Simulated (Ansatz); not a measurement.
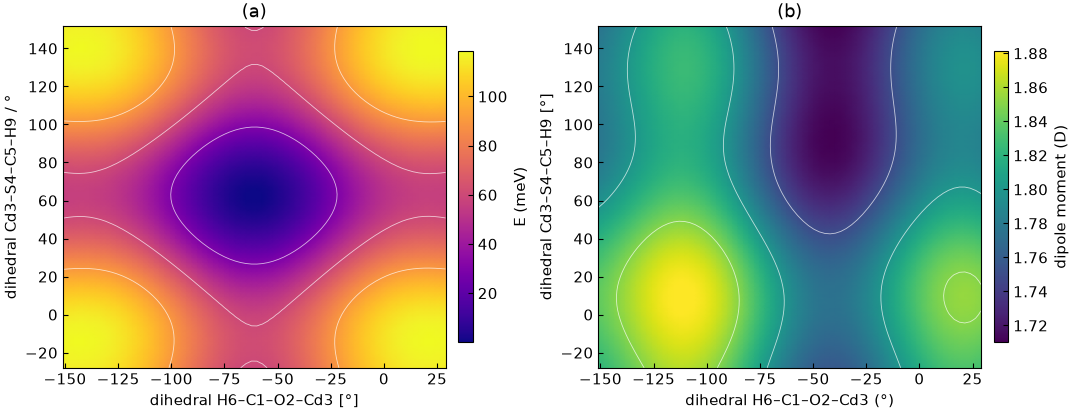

C₂H₆CdOS, SMILES C[O][Cd][S]C. Coordinates scanned: (1) dihedral H6–C1–O2–Cd3; (2) dihedral Cd3–S4–C5–H9. Nothing is relaxed (all other coordinates rigid). The scan uses a 17 × 17 grid. Energies: meV, counted from the relaxed molecule at the same level. Theory: RKS PBE-D4/def2-SVP in Ansatz.

Panel (a) is the energy; panel (b) is the computed dipole moment, in D.

In the figure: a smooth colour map with a few white contour lines. Between grid points the surface is interpolated.

> How does the dipole moment vary over the map, and what is it at the lowest grid point?

Leaving out the highest fifth of the energies, it runs from 1.71 D at dihedral H6–C1–O2–Cd3 = −38.5°, dihedral Cd3–S4–C5–H9 = 152.0° to 1.88 D at dihedral H6–C1–O2–Cd3 = −106.0°, dihedral Cd3–S4–C5–H9 = 5.8°. At the lowest grid point, dihedral H6–C1–O2–Cd3 = −61.0°, dihedral Cd3–S4–C5–H9 = 62.0°, it is 1.74 D.

```
dihedral Cd3–S4–C5–H9 ↓, dihedral H6–C1–O2–Cd3 →  −151.0  −128.5  −106.0  −83.5  −61.0  −38.5  −16.0   6.5  29.0
                                           152.0    1.78    1.81    1.82   1.78   1.73   1.71   1.74  1.78  1.79
                                           129.5    1.78    1.81    1.83   1.79   1.74   1.72   1.75  1.79  1.79
                                           107.0    1.78    1.81    1.82   1.79   1.73   1.71   1.74  1.78  1.79
                                            84.5    1.78    1.81    1.82   1.78   1.73   1.71   1.74  1.78  1.79
                                            62.0    1.79    1.82    1.83   1.80   1.74   1.73   1.76  1.80  1.80
                                            39.5    1.82    1.85    1.86   1.82   1.77   1.75   1.79  1.83  1.83
                                            17.0    1.84    1.87    1.88   1.84   1.79   1.77   1.80  1.84  1.85
                                            −5.5    1.84    1.87    1.88   1.84   1.79   1.77   1.80  1.84  1.85
                                           −28.0    1.82    1.85    1.86   1.83   1.78   1.76   1.79  1.82  1.83
```

The table holds every second grid line.
